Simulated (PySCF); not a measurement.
## A study: C$_{6}$H$_{7}$OS, charge −1, SMILES `C#CC(C)([S-])C(C)=O`

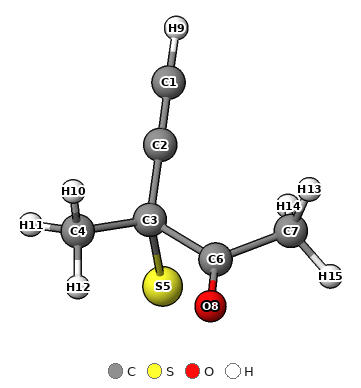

The molecule, with its atoms numbered as below. No frequency check shows the geometry to be a minimum.

Geometry (Å), atoms numbered from 1:

```
C1      -2.6561    0.7764    0.1678
C2      -1.5834    0.2381    0.2042
C3      -0.3108   -0.4175    0.2061
C4      -0.3264   -1.7259    0.9792
S5       0.3963   -0.5921   -1.4843
C6       0.9063    0.4362    0.4249
C7       0.7609    1.8999    0.0292
O8       1.9096    0.0408    1.0238
H9      -3.5895    1.2560    0.1366
H10     -0.7306   -1.5702    1.9822
H11     -0.9308   -2.4687    0.4590
H12      0.6982   -2.0842    1.0593
H13      0.4365    2.4602    0.9100
H14      0.0295    2.0259   -0.7635
H15      1.7266    2.2855   -0.2927
```

## 1. Bonding charge

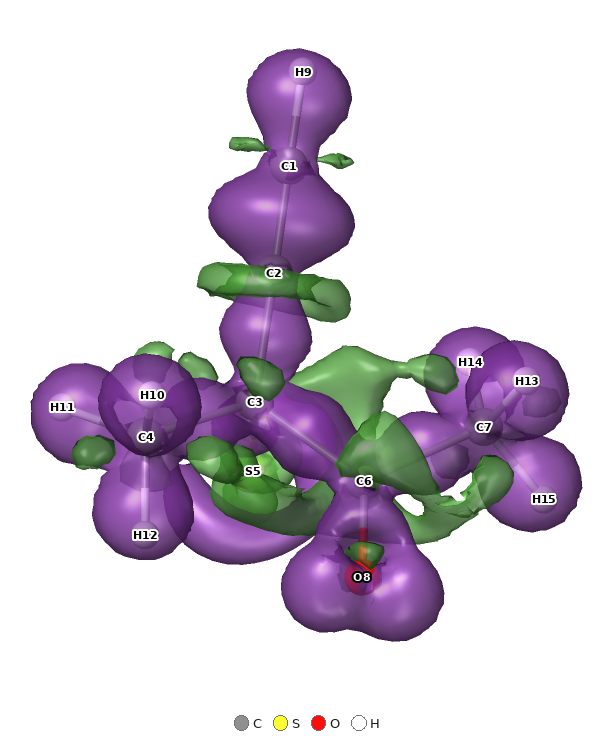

Deformation density (molecule less spherical, spin-averaged free atoms at the same positions), surfaces at ±0.08 e/Å³; purple: gain, green: loss.

PySCF calculation, PBE/def2-SVPD, gas phase; geometry: GFN2-xTB.

Question: How much density has each bond gained at its critical point, relative to the free atoms?

Answer: The five largest and four smallest: C1–C2: +0.76 e/Å³ at the bond critical point (bond length 1.20 Å). C1–H9: +0.69 e/Å³ at the bond critical point (bond length 1.05 Å). C4–H12: +0.67 e/Å³ at the bond critical point (bond length 1.09 Å). C7–H14: +0.67 e/Å³ at the bond critical point (bond length 1.09 Å). C4–H11: +0.64 e/Å³ at the bond critical point (bond length 1.09 Å). C3–C6: +0.47 e/Å³ at the bond critical point (bond length 1.50 Å). C6–C7: +0.46 e/Å³ at the bond critical point (bond length 1.52 Å). C3–C4: +0.42 e/Å³ at the bond critical point (bond length 1.52 Å). C3–S5: +0.15 e/Å³ at the bond critical point (bond length 1.84 Å). In all, 3.7 electrons gather in the regions of gain relative to the promolecule of neutral atoms (this includes the anion's extra charge).

Question: Where do the Hirshfeld charges lie?

Answer: The highest Hirshfeld charge is on C6 (+0.10 e), the lowest on S5 (−0.42 e).

| atom | charge (e) |
| --- | --- |
| C1 | −0.17 |
| C2 | −0.04 |
| C3 | 0.00 |
| C4 | −0.12 |
| S5 | −0.42 |
| C6 | +0.10 |
| C7 | −0.13 |
| O8 | −0.36 |
| H9 | +0.05 |
| H10 | +0.01 |
| H11 | +0.01 |
| H12 | +0.02 |
| H13 | +0.01 |
| H14 | +0.01 |
| H15 | +0.02 |

## 2. Electrostatic potential

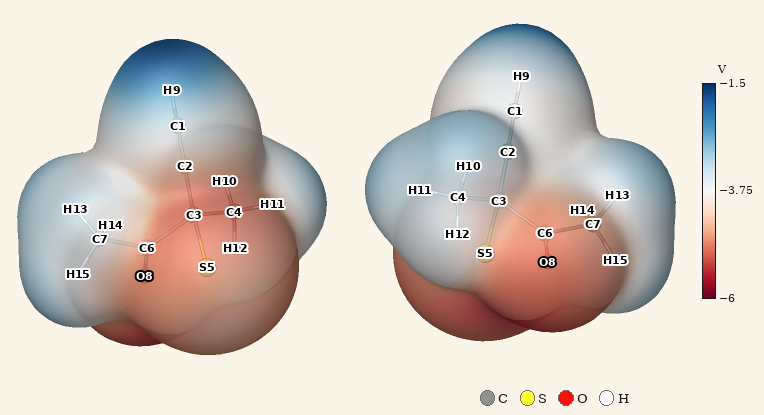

Electrostatic potential on the surface of electron density 0.001 a.u. (back view left, front view right).

Question: Where are the extremes of the potential on the surface?

Answer: Highest: −1.66 V, 1.3 Å from H9. Further maxima include −2.83 V, 1.4 Å from H10; −2.83 V, 1.4 Å from H13. Lowest: −5.61 V, 2.1 Å from O8. Further minima include −3.91 V, off the C1–C2 bond (2.1 to 2.3 Å from its atoms). The surface is sampled at points, so like sites can differ by a few per cent and only the strongest of them is named.

Question: What volume does the surface enclose?

Answer: About 179 Å³.

## 3. In an electric field

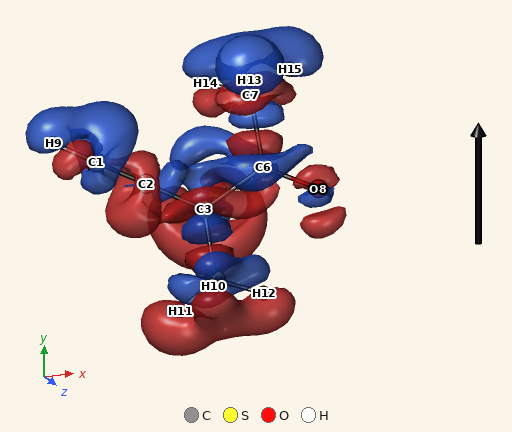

Change of the electron density in a uniform field of 0.10 V/Å along +y (arrow), surfaces at ±0.0008 e/Å³ (red: gain, blue: loss).

Computed with PySCF, B3LYP/def2-SVP, geometry: GFN2-xTB. For an anion such functionals hold the outermost electrons too loosely, so the response is rough. The basis has no diffuse functions, which an anion needs.

Question: How large is the response?

Answer: The induced dipole is 0.41 D (along the field); α along this axis, from the fields in both directions, is 81 bohr³ (12.1 Å³).

Question: Which atoms gain and lose the most charge?

Answer: Electrons gather most on S5 (Hirshfeld charge changes by −0.006 e) and leave C1 most (+0.004 e); 0.037 electrons are displaced in all.
